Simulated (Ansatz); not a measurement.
## Run report: BH5S, geometry relaxation

System: BH5S.
Method: RKS r2SCAN/cc-pVDZ (Ansatz 0.2.0).

The input holds or restrains some coordinates. It belongs to a series of runs on one base structure; here: pulled along the bonds that form and break, towards end A. Figures and captions count atoms from 1; the log counts them from 0 in places.

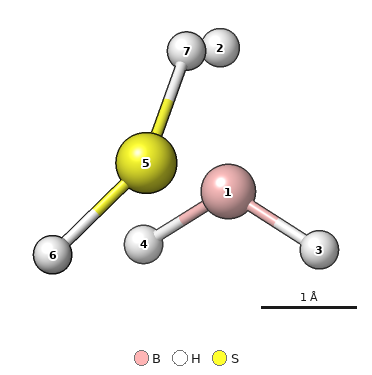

Fig. 1: The input geometry (ball-and-stick view, seen at a tilt; atoms are numbered from 1 in the order of the input). Bond lengths as drawn: B–H 1.19 Å and H–S 1.40 to 1.55 Å.

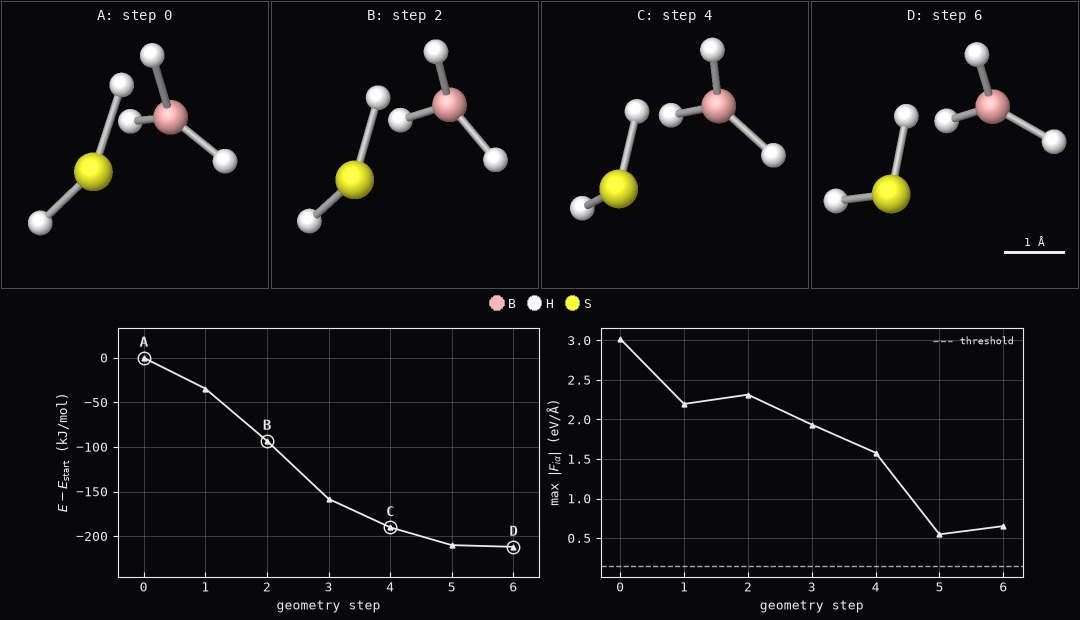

Fig. 2: Frames of the restrained relaxation (ball-and-stick view, seen at a tilt) above the curves, on which the letters mark them (the first geometry is step 0 here and step 1 in the log).

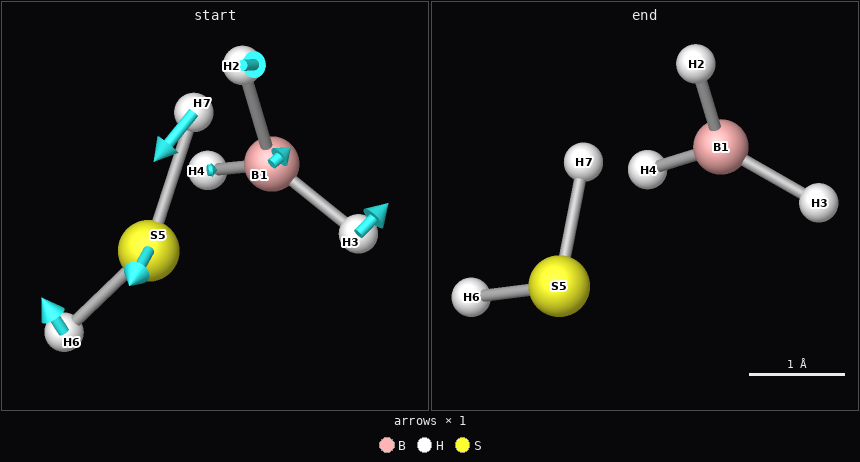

Fig. 3: Before (left) and after (right) the restrained relaxation, at one scale (ball-and-stick view, seen at a tilt). The teal arrows give the displacements, at true length. The largest move after the best rigid fit is that of H7, 0.68 Å. Largest moves by element: H 0.68 Å, S 0.65 Å, B 0.29 Å. Distances before and after: B1–H2 1.540 → 1.198 Å, S5–H7 1.549 → 1.383 Å, S5–H6 1.400 → 1.352 Å, B1–H4 1.190 → 1.207 Å. New bonds form: B1–H2 (1.54 → 1.20 Å). Among the angles that change: H6–S5–H7 144.6° → 92.1°. Over 6 geometry steps the energy falls by 212.0 kJ/mol. Largest force component: 3 eV/Å at the start, 0.65 eV/Å at the end. (Atoms are counted from 1 in the order of the input.)

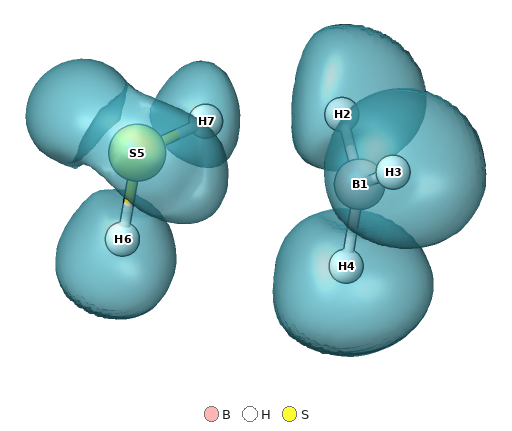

Fig. 4: Isosurface of the ELF at 0.85 (cyan), seen face on. Only the valence region is drawn (cores and ρ < 0.01 e/Å³ removed). B–H (1.20 Å): the ELF climbs to about 1 towards the hydrogen, as it does in any bond to H; a covalent bond by its length.

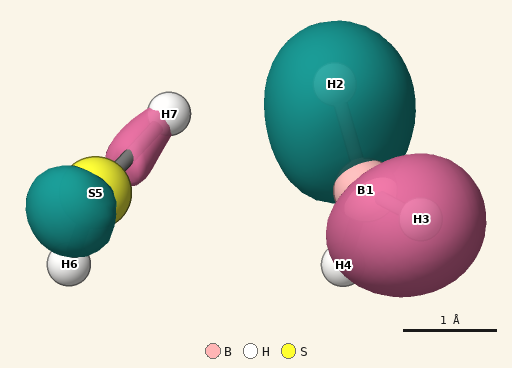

Fig. 5: One frontier orbital at ±0.2 Å⁻³ᐟ² (teal and pink are the two phases), seen at a tilt. The HOMO−1, at −8.54 eV. It lies mainly on B1 (35 %), H2 (25 %), H3 (20 %) and S5 (15 %).

These pictures come from the run below.

### Input
```yaml
crystal:
  periodic: [false, false, false]
  atoms:
    - { symbol: B, position_ang: [0.0, 0.0, 0.0] }
    - { symbol: H, position_ang: [0.0, 0.0, 1.54] }
    - { symbol: H, position_ang: [1.0305, 0.0, -0.595] }
    - { symbol: H, position_ang: [-1.0305, 0.0, -0.595] }
    - { symbol: S, position_ang: [0.0915, -2.0763, 0.6906] }
    - { symbol: H, position_ang: [-0.666, -2.8867, -0.1635] }
    - { symbol: H, position_ang: [0.0385, -0.8742, 1.6662] }
basis:
  gaussian: { orbitals: cc-pVDZ }
hamiltonian:
  xc: r2scan
relax:
  f_tol: 0.15
  max_steps: 25
  restrain:
    - { distance: [0, 4], at: 3.09, k: 30.0 }
    - { distance: [6, 1], at: 1.86, k: 30.0 }
    - { distance: [0, 1], at: 1.19, k: 30.0 }
    - { distance: [6, 4], at: 1.4, k: 30.0 }
output:
  orbitals: {}
```

Command:
```bash
ansatz run input.yaml --threads 1 --pin off --max-ram 2048MiB --backend cpu --events-out ev --progress --plain --runs-dir out
```

### What the program printed
```
The last accepted step is kept in [file] (removed where the run ends without a failure and the disk answers)
Engine: ansatz 0.2.0, aarch64-unknown-linux-gnu
Functional definition: r2SCAN
  parameter k0 = 0.174
  parameter k1 = 0.065
  parameter a1 = 4.9479
  exchange = r2scan_x(k0 = k0, k1 = k1, a1 = a1)
  correlation = r2scan_c
695 factors; their error is unknown
mean field evaluation 1: about -11586.9121 eV, gradient 1.8e1 eV
mean field evaluation 2: about -11586.0784 eV, gradient 2.3e1 eV
mean field evaluation 4: about -11588.2583 eV, gradient 1.6e0 eV
mean field evaluation 8: about -11588.2647 eV, gradient 1.2e-2 eV
mean field evaluation 16: about -11588.2319 eV, gradient 1.5e-5 eV
mean field -11588.23185982 eV, -425.8596660629 hartree, gradient 1.6e-5 eV, S^2 0.000000; 0 other end points of the search recorded, 0 dependent functions left out
the calculation of the forces begins
reference -11588.23186797 eV, -425.8596663622 hartree; 13, 13 occupied and 44, 44 virtual orbitals, 695 factors
relax step   1: F+E_penalty+E_count = -11588.23185982 eV  Δ(F+E_penalty+E_count) = +0.000e0 eV  max|allowed force component| = 3.019e0 eV/Å  E_restraint = 28.60518928 eV  max|allowed force component, restraints' pulls added| = 3.261e1 eV/Å  Δτ_max = 0.0000 Å  (27 SCF iters, accepted)
  distance B 0 - S 4 = 2.1901 Å
  distance H 6 - H 1 = 0.8841 Å
  distance B 0 - H 1 = 1.5400 Å
  distance H 6 - S 4 = 1.5491 Å
these checks for a lower state are left out or cut short: starts, cluster_reference, orbital_swaps, neighbouring_geometries, increment
695 factors; their error is unknown
mean field -11588.58975009 eV, -425.8728182877 hartree, gradient 1.1e-5 eV, S^2 0.000000; 0 other end points of the search recorded, 0 dependent functions left out
the calculation of the forces begins
reference -11588.58975829 eV, -425.8728185890 hartree; 13, 13 occupied and 44, 44 virtual orbitals, 695 factors
relax step   2: F+E_penalty+E_count = -11588.58975009 eV  Δ(F+E_penalty+E_count) = -3.579e-1 eV  max|allowed force component| = 2.196e0 eV/Å  E_restraint = 12.83594176 eV  max|allowed force component, restraints' pulls added| = 2.157e1 eV/Å  Δτ_max = 0.1949 Å  (35 SCF iters, accepted)
  distance B 0 - S 4 = 2.4680 Å
  distance H 6 - H 1 = 1.2265 Å
  distance B 0 - H 1 = 1.4263 Å
  distance H 6 - S 4 = 1.5078 Å
these checks for a lower state are left out or cut short: starts, cluster_reference, orbital_swaps, neighbouring_geometries, increment
695 factors; their error is unknown
mean field evaluation 32: about -11589.1969 eV, gradient 7.4e-6 eV
mean field -11589.19691417 eV, -425.8951311560 hartree, gradient 7.4e-6 eV, S^2 0.000000; 0 other end points of the search recorded, 0 dependent functions left out
the calculation of the forces begins
reference -11589.19692255 eV, -425.8951314638 hartree; 13, 13 occupied and 44, 44 virtual orbitals, 695 factors
relax step   3: F+E_penalty+E_count = -11589.19691417 eV  Δ(F+E_penalty+E_count) = -6.072e-1 eV  max|allowed force component| = 2.313e0 eV/Å  E_restraint = 2.94427157 eV  max|allowed force component, restraints' pulls added| = 1.030e1 eV/Å  Δτ_max = 0.1950 Å  (33 SCF iters, accepted)
  distance B 0 - S 4 = 2.7618 Å
  distance H 6 - H 1 = 1.5782 Å
  distance B 0 - H 1 = 1.2741 Å
  distance H 6 - S 4 = 1.4458 Å
these checks for a lower state are left out or cut short: starts, cluster_reference, orbital_swaps, neighbouring_geometries, increment
695 factors; their error is unknown
mean field -11589.87125668 eV, -425.9199127862 hartree, gradient 1.8e-5 eV, S^2 0.000000; 0 other end points of the search recorded, 0 dependent functions left out
the calculation of the forces begins
reference -11589.87126515 eV, -425.9199130975 hartree; 13, 13 occupied and 44, 44 virtual orbitals, 695 factors
relax step   4: F+E_penalty+E_count = -11589.87125668 eV  Δ(F+E_penalty+E_count) = -6.743e-1 eV  max|allowed force component| = 1.935e0 eV/Å  E_restraint = 0.16086466 eV  max|allowed force component, restraints' pulls added| = 2.475e0 eV/Å  Δτ_max = 0.1916 Å  (27 SCF iters, accepted)
  distance B 0 - S 4 = 2.9945 Å
  distance H 6 - H 1 = 1.8267 Å
  distance B 0 - H 1 = 1.2041 Å
  distance H 6 - S 4 = 1.4171 Å
these checks for a lower state are left out or cut short: starts, cluster_reference, orbital_swaps, neighbouring_geometries, increment
695 factors; their error is unknown
mean field -11590.20193583 eV, -425.9320650208 hartree, gradient 9.1e-6 eV, S^2 0.000000; 0 other end points of the search recorded, 0 dependent functions left out
the calculation of the forces begins
reference -11590.20194429 eV, -425.9320653316 hartree; 13, 13 occupied and 44, 44 virtual orbitals, 695 factors
relax step   5: F+E_penalty+E_count = -11590.20193583 eV  Δ(F+E_penalty+E_count) = -3.307e-1 eV  max|allowed force component| = 1.579e0 eV/Å  E_restraint = 0.03702301 eV  max|allowed force component, restraints' pulls added| = 1.515e0 eV/Å  Δτ_max = 0.1948 Å  (28 SCF iters, accepted)
  distance B 0 - S 4 = 3.0702 Å
  distance H 6 - H 1 = 1.8911 Å
  distance B 0 - H 1 = 1.2090 Å
  distance H 6 - S 4 = 1.4274 Å
these checks for a lower state are left out or cut short: starts, cluster_reference, orbital_swaps, neighbouring_geometries, increment
695 factors; their error is unknown
mean field -11590.40912542 eV, -425.9396790978 hartree, gradient 1.5e-5 eV, S^2 0.000000; 0 other end points of the search recorded, 0 dependent functions left out
the calculation of the forces begins
reference -11590.40913393 eV, -425.9396794104 hartree; 13, 13 occupied and 44, 44 virtual orbitals, 695 factors
relax step   6: F+E_penalty+E_count = -11590.40912542 eV  Δ(F+E_penalty+E_count) = -2.072e-1 eV  max|allowed force component| = 5.469e-1 eV/Å  E_restraint = 0.00800717 eV  max|allowed force component, restraints' pulls added| = 2.384e-1 eV/Å  Δτ_max = 0.2000 Å  (26 SCF iters, accepted)
  distance B 0 - S 4 = 3.0808 Å
  distance H 6 - H 1 = 1.8650 Å
  distance B 0 - H 1 = 1.1979 Å
  distance H 6 - S 4 = 1.3810 Å
these checks for a lower state are left out or cut short: starts, cluster_reference, orbital_swaps, neighbouring_geometries, increment
695 factors; their error is unknown
mean field -11590.42881151 eV, -425.9404025481 hartree, gradient 1.0e-5 eV, S^2 0.000000; 0 other end points of the search recorded, 0 dependent functions left out
the calculation of the forces begins
reference -11590.42882008 eV, -425.9404028633 hartree; 13, 13 occupied and 44, 44 virtual orbitals, 695 factors
relax step   7: F+E_penalty+E_count = -11590.42881151 eV  Δ(F+E_penalty+E_count) = -1.969e-2 eV  max|allowed force component| = 6.514e-1 eV/Å  E_restraint = 0.00702681 eV  max|allowed force component, restraints' pulls added| = 1.251e-1 eV/Å  Δτ_max = 0.1496 Å  (27 SCF iters, accepted)
  distance B 0 - S 4 = 3.0808 Å
  distance H 6 - H 1 = 1.8665 Å
  distance B 0 - H 1 = 1.1981 Å
  distance H 6 - S 4 = 1.3834 Å
695 factors; their error is unknown
mean field evaluation 64: about -11589.2046 eV, gradient 1.7e1 eV
mean field -11590.42881151 eV, -425.9404025481 hartree, gradient 1.2e-5 eV, S^2 0.000000; 1 other end points of the search recorded, 0 dependent functions left out
the calculation of the forces begins
reference -11590.42882008 eV, -425.9404028633 hartree; 13, 13 occupied and 44, 44 virtual orbitals, 695 factors
Total energy: -11590.42882008 eV, -425.9404028633 hartree
Atom 0 at     0.046061     0.283873    -0.002912 Å, force    -0.055294    -0.406413    -0.190228 eV/Å
Atom 1 at    -0.039308     0.362561     1.189578 Å, force    -0.001523     0.257459     0.256049 eV/Å
Atom 2 at     1.103343     0.459961    -0.545266 Å, force     0.032252     0.035301    -0.008100 eV/Å
Atom 3 at    -0.958726     0.068399    -0.636627 Å, force     0.047385     0.044164    -0.016858 eV/Å
Atom 4 at     0.310814    -2.667432     0.840203 Å, force    -0.060935     0.651424     0.123008 eV/Å
Atom 5 at    -0.898267    -2.857579     0.265082 Å, force    -0.090523    -0.004228    -0.021003 eV/Å
Atom 6 at    -0.099916    -1.486983     1.433243 Å, force     0.128638    -0.577706    -0.142869 eV/Å
Dipole moment:    -0.217775    -0.017925     0.041383 e Å
```

### Trajectory as extended XYZ (Å, eV, eV/Å), 7 frames, from step=1 to step=7
```
7
Properties=species:S:1:pos:R:3:forces:R:3 step=1 energy=-11588.23186
B     0.0000    0.0000    0.0000    0.5341  -3.0190   1.0195
H     0.0000    0.0000    1.5400    0.1570   2.8915  -1.0879
H     1.0305    0.0000   -0.5950    0.5381   0.9741   0.4487
H    -1.0305    0.0000   -0.5950   -0.7612   0.8010   0.7652
S     0.0915   -2.0763    0.6906    0.7588  -2.0766  -1.8995
H    -0.6660   -2.8867   -0.1635   -0.0346   0.6220   0.8673
H     0.0385   -0.8742    1.6662   -1.1921  -0.1930  -0.1134
7
Properties=species:S:1:pos:R:3:forces:R:3 step=2 energy=-11588.58975
B    -0.0009    0.1258    0.0188    0.5233  -2.0503   1.8562
H    -0.0045    0.1698    1.4445    0.0639   1.1454  -1.9604
H     1.0334    0.0118   -0.5884    0.1907   0.7309   0.4086
H    -1.0359    0.0101   -0.5853   -0.3758   0.4451   0.5781
S     0.1107   -2.2291    0.7487    2.1959  -0.7620  -0.1693
H    -0.6727   -2.8900   -0.1621   -0.9561   0.8196   0.7298
H     0.0340   -1.0357    1.6670   -1.6419  -0.3288  -1.4430
7
Properties=species:S:1:pos:R:3:forces:R:3 step=3 energy=-11589.19691
B    -0.0026    0.2737    0.0479    0.2903  -2.3133   0.3381
H    -0.0052    0.3208    1.3211   -0.0108   1.0057  -1.1849
H     1.0302    0.0199   -0.5808   -0.3029   0.9309   0.5024
H    -1.0350    0.0118   -0.5773    0.2031   0.6854   0.5510
S     0.1634   -2.3750    0.8126    2.0727  -0.6594   0.5582
H    -0.6935   -2.8694   -0.1469   -0.8094   1.3048   0.8311
H     0.0067   -1.2190    1.6666   -1.4429  -0.9542  -1.5958
7
Properties=species:S:1:pos:R:3:forces:R:3 step=4 energy=-11589.87126
B    -0.0103    0.3261    0.0287    0.4049  -1.9348   0.0822
H     0.0029    0.4212    1.2289   -0.0588   0.8268   0.0341
H     1.0010    0.0635   -0.5638    0.2893   0.7178  -0.0214
H    -1.0092    0.0448   -0.5617   -0.5239   0.4986  -0.0493
S     0.2453   -2.5311    0.8877    0.3348  -0.1647  -0.0537
H    -0.7154   -2.8014   -0.1060    0.2539   1.0502   1.2238
H    -0.0502   -1.3603    1.6295   -0.7002  -0.9939  -1.2156
7
Properties=species:S:1:pos:R:3:forces:R:3 step=5 energy=-11590.20194
B     0.0076    0.2351    0.0542   -0.3738  -0.5223  -1.5793
H     0.0143    0.4555    1.2429   -0.0553   0.1515  -0.0567
H     1.0827    0.1683   -0.5932   -0.9457   0.1774   0.6468
H    -1.1109    0.1107   -0.6021    1.4935   0.1403   1.0235
S     0.3132   -2.6805    0.9666   -1.1923   1.3517  -0.3922
H    -0.7122   -2.7089    0.0134    0.7177  -0.0228   0.7412
H    -0.1306   -1.4173    1.4614    0.3558  -1.2759  -0.3832
7
Properties=species:S:1:pos:R:3:forces:R:3 step=6 energy=-11590.40913
B     0.0187    0.2570    0.0115    0.2391  -0.2527   0.0842
H    -0.0119    0.4154    1.1985   -0.0623   0.1941   0.2762
H     1.0764    0.3245   -0.5404    0.1285   0.0511  -0.1555
H    -1.0031    0.0926   -0.5819   -0.2310  -0.0623  -0.1788
S     0.2968   -2.6743    0.9179   -0.0161   0.5469   0.0229
H    -0.8097   -2.8144    0.1525   -0.0987   0.0053   0.0038
H    -0.1033   -1.4379    1.3851    0.0405  -0.4823  -0.0528
7
Properties=species:S:1:pos:R:3:forces:R:3 step=7 energy=-11590.42881
B     0.0461    0.2839   -0.0029   -0.0553  -0.4064  -0.1902
H    -0.0393    0.3626    1.1896   -0.0015   0.2575   0.2560
H     1.1033    0.4600   -0.5453    0.0323   0.0353  -0.0081
H    -0.9587    0.0684   -0.6366    0.0474   0.0442  -0.0169
S     0.3108   -2.6674    0.8402   -0.0609   0.6514   0.1230
H    -0.8983   -2.8576    0.2651   -0.0905  -0.0042  -0.0210
H    -0.0999   -1.4870    1.4332    0.1286  -0.5777  -0.1429
```

### Results in brief

| quantity | value |
| --- | --- |
| outcome | converged under the restraints of the input |
| total energy | −11590.4288 eV |
| mean-field energy | −11590.4288 eV |
| largest force (length of the vector) at the end, held atoms and coordinates included | 0.666 eV/Å |
| hardware | 1 thread of Arm Neoverse N1, 54 GiB of memory available, shared host |
| wall time | 29 s |
| peak memory | 0.11 GiB |
